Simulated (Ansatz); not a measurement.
Consider H$_{5}$NSi···OH (doublet).

Input

```
crystal:
  periodic: [false, false, false]
  atoms:
    - { symbol: Si, position_ang: [0.0, 0.0, 0.0] }
    - { symbol: H, position_ang: [0.0, 0.0, 1.71] }
    - { symbol: H, position_ang: [1.3768, 0.0, -0.4862] }
    - { symbol: H, position_ang: [-0.6877, 1.1914, -0.4862] }
    - { symbol: "N", position_ang: [-0.8572, -1.4851, -0.6061] }
    - { symbol: H, position_ang: [-1.3922, -2.1014, 0.0704] }
    - { symbol: H, position_ang: [-0.8219, -1.7344, -1.6357] }
    - { symbol: O, position_ang: [0.0, 0.0, 3.02] }
    - { symbol: H, position_ang: [-0.5144, -0.8011, 3.3571] }
magnetization:
  spin_polarized: true
  initial_magnetization: 1
basis:
  gaussian: { orbitals: "6-31G*" }
hamiltonian:
  xc: pbe
relax:
  f_tol: 0.15
  max_steps: 25
  restrain:
    - { distance: [1, 7], at: 2.21, k: 30.0 }
    - { distance: [0, 1], at: 1.46, k: 30.0 }
output:
  orbitals: {}
```

Command:

```sh
ansatz run input.yaml --threads 1 --pin off --max-ram 2048MiB --backend cpu --events-out ev --progress --plain --runs-dir out
```

The fields are those of the run's last geometry, not of the input's.

Not at a stationary point (largest force 0.8 eV/Å).

Method: UKS PBE/6-31G* (Ansatz 0.2.0).

Q: Predict the electron density, electron localisation function and spin density between the atoms.

A: O8···H2 (2.20 Å): the density falls to about 0.13 e/Å³ on the way; the ELF dips to about 0.10 between them.
N–H (1.02 Å): ρ at the midpoint is about 2.7 e/Å³; the ELF climbs to about 1 towards the hydrogen, as it does in any bond to H (a covalent bond by its length).
The unpaired spin (1 electron) lies mostly on O8 (about 0.8), in electrons by Hirshfeld's partition.

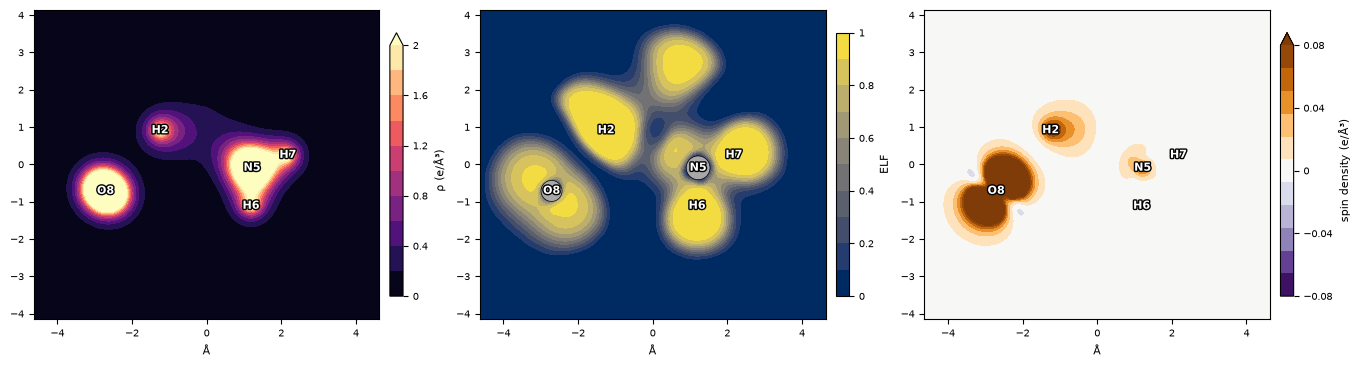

Computed electron density, electron localisation function and spin density on the plane of atoms H6, N5 and H7, in this order. Grey discs cover the atomic cores in the ELF map. 
